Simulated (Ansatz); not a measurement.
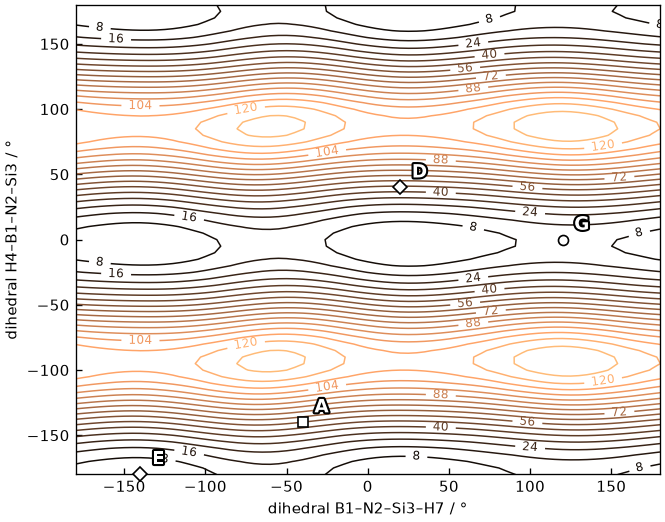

BH5NSi, SMILES BN[SiH2], spin multiplicity 2. First axis: dihedral B1–N2–Si3–H7. Second axis: dihedral H4–B1–N2–Si3. Nothing is relaxed (all other coordinates rigid). Grid: 18 × 18 points. Energies are in kJ/mol, from the relaxed molecule at the same level. Method: UKS BHLYP-D4/def2-SVP (Ansatz 0.2.0).

Drawn: contour lines labelled in kJ/mol, lettered points. Between grid points the surface is interpolated.

Is D the lowest point of the computed grid?

Answer. No. D lies 46 kJ/mol above the lowest grid point, which is at dihedral B1–N2–Si3–H7 = 20°, dihedral H4–B1–N2–Si3 = 0°.

What kind of point is each of A, D, E, G: minimum, saddle, maximum or slope?

Answer. A: on a slope; D: on a slope; E: minimum; G: saddle point. (In these two coordinates alone; a stationary point may lie a little off the grid point.)

Rank the lettered points by energy, lowest first.

Answer. E (1.1 kJ/mol), G (10 kJ/mol), D (46 kJ/mol), A (56 kJ/mol).
